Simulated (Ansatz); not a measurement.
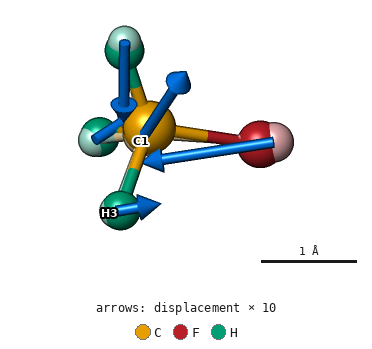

CH₃F, drawn pale, and a changed version of it, drawn solid. The blue arrows show how the atoms are displaced, magnified 10 times. The picture is a ball-and-stick view, seen at a tilt.

Level of theory: RKS r2SCAN-D4/def2-TZVPP (Ansatz 0.2.0). 

Q: What was done to the structure, and with what result?

A: All atoms are moved at random (σ = 0.12 Å) from the PBE0-D4/def2-TZVP minimum. It costs 42.4 kcal/mol. The largest force is 13 eV/Å, on the C atom. The forces mostly point back along the displacements (cosine −0.88). At other levels of theory the same distortion costs 43.8 kcal/mol (RKS PBE-D4/def2-TZVPP), 41.6 kcal/mol (RKS PBE0-D4/def2-TZVPP), 42.2 kcal/mol (RKS wB97M-V/def2-TZVPP), 42.7 kcal/mol (RHF-CCSD(T), frozen core/def2-TZVPP). Near-neighbour distances before and after: C–H 1.092 → 0.906 to 1.206 Å, C–F 1.376 → 1.230 Å. Bond angles that change, for instance: F–C–H 109.1° → 120.0°, F–C–H 109.1° → 98.8°.
